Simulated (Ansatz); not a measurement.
**BH2···HF (doublet): density, localisation and related maps**

Input

```
crystal:
  periodic: [false, false, false]
  atoms:
    - { symbol: B, position_ang: [0.0, 0.0, -0.087583] }
    - { symbol: H, position_ang: [0.0, 0.0, 1.112162] }
    - { symbol: H, position_ang: [1.050783, 0.0, -0.667896] }
    - { symbol: H, position_ang: [-1.050783, 0.0, -0.667896] }
    - { symbol: F, position_ang: [0.0, 0.0, 3.221213] }
magnetization:
  spin_polarized: true
  initial_magnetization: 1
basis:
  gaussian: { orbitals: "6-31G*" }
hamiltonian:
  xc: r2scan
  dispersion: d4
relax:
  f_tol: 0.03
  max_steps: 50
output:
  orbitals: {}
```

Launched as:

```sh
ansatz run input.yaml --threads 1 --pin off --max-ram 2048MiB --backend cpu --events-out ev --progress --plain --runs-dir out
```

The fields are those of the run's last geometry, not of the input's.

Level of theory: Ansatz, UKS r2SCAN-D4/6-31G*.

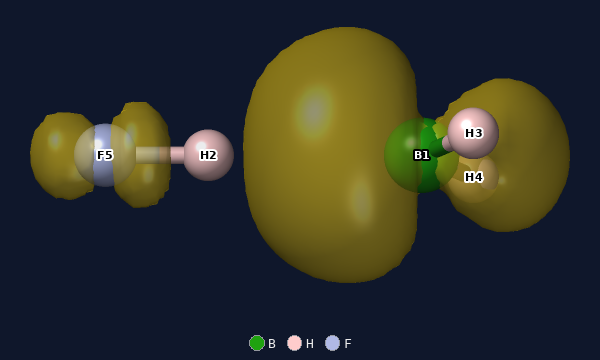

Figure 1. Isosurfaces of the spin density at +0.03 (yellow) and −0.03 e/Å³ (cyan), seen from one side.

Where is the unpaired spin?

The unpaired spin (1 electron) lies mostly on B1 (about 0.7) and F5 (about 0.1), in electrons by Hirshfeld's partition.

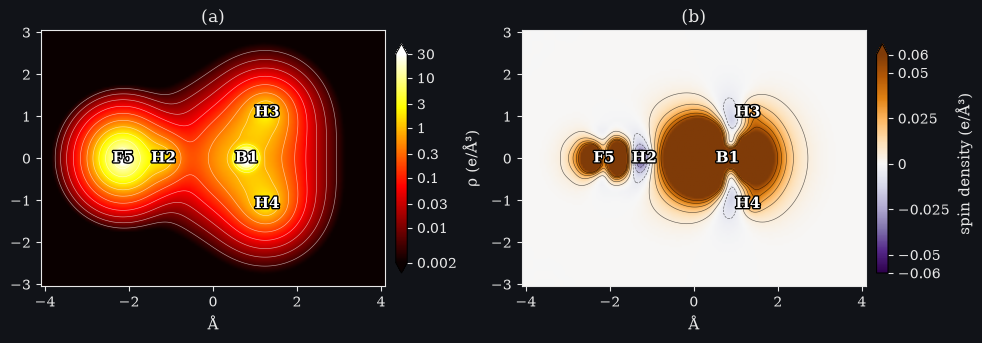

Figure 2. (a) total electron density; (b) spin density on the molecular plane.

Read the bonding off the picture.

- The plane passes through B, H and F nuclei.
- B1···H2 (1.99 Å): the density falls to about 0.22 e/Å³ on the way.
- F–H (0.96 Å): ρ is about 4.1 e/Å³ halfway.
- B–H (1.19 Å): ρ is about 1.3 e/Å³ halfway.

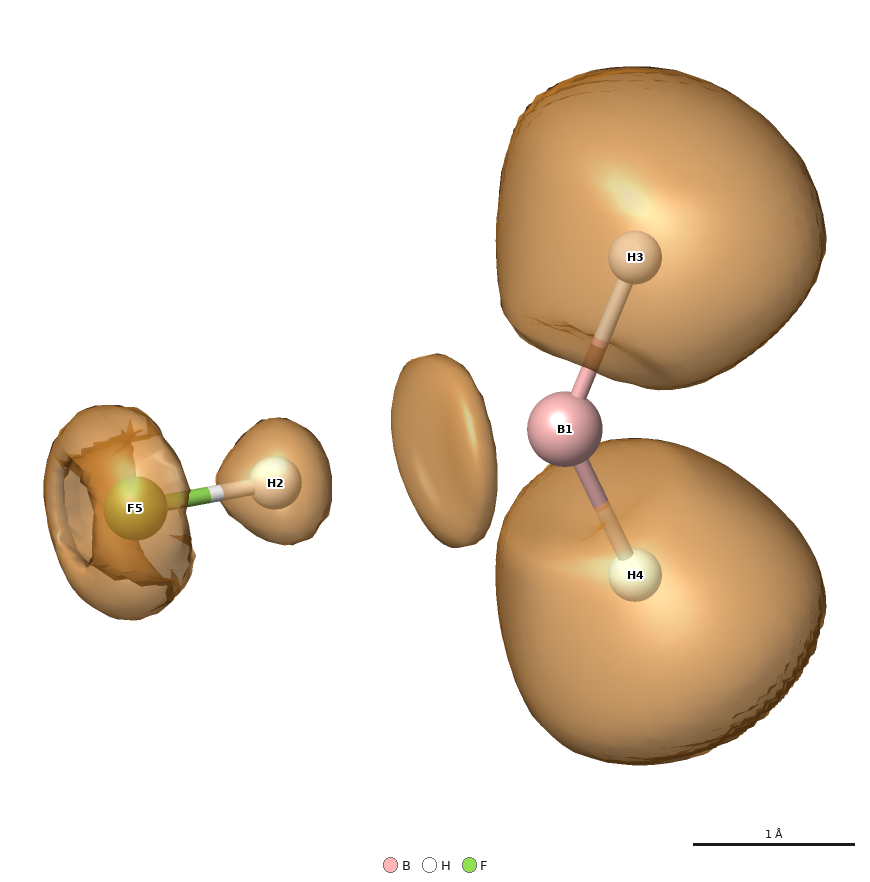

Figure 3. Isosurface of the electron localisation function at 0.85 (orange), seen at a tilt. Only the valence region is drawn (cores and ρ < 0.01 e/Å³ removed).

Describe the localisation domains.

The ELF exceeds this value in three regions around hydrogen nuclei, one lobe on B, pointing away from the bonds (non-bonding electrons) and one region wrapped around F (its lone pairs, merged into a ring or cap).


B1···H2 (1.99 Å): the ELF dips to about 0.25 between them. F–H (0.96 Å): the ELF climbs to about 1 towards the hydrogen, as it does in any bond to H; an ordinary covalent bond to hydrogen.

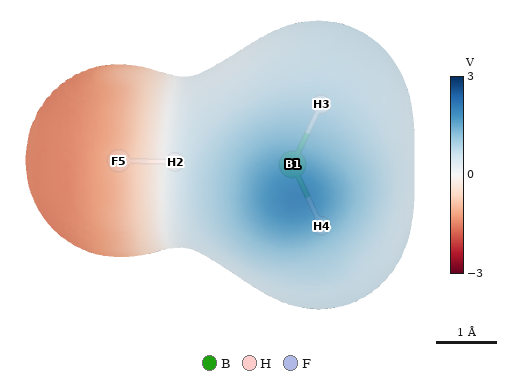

Figure 4. The molecular electrostatic potential painted on the density surface at 0.001 e/bohr³, seen at a tilt; red is negative and blue positive.

Describe the electrostatic potential map.

The most negative region (about −1.4 V) lies over F5, the most positive (about +2.0 V) over B1.
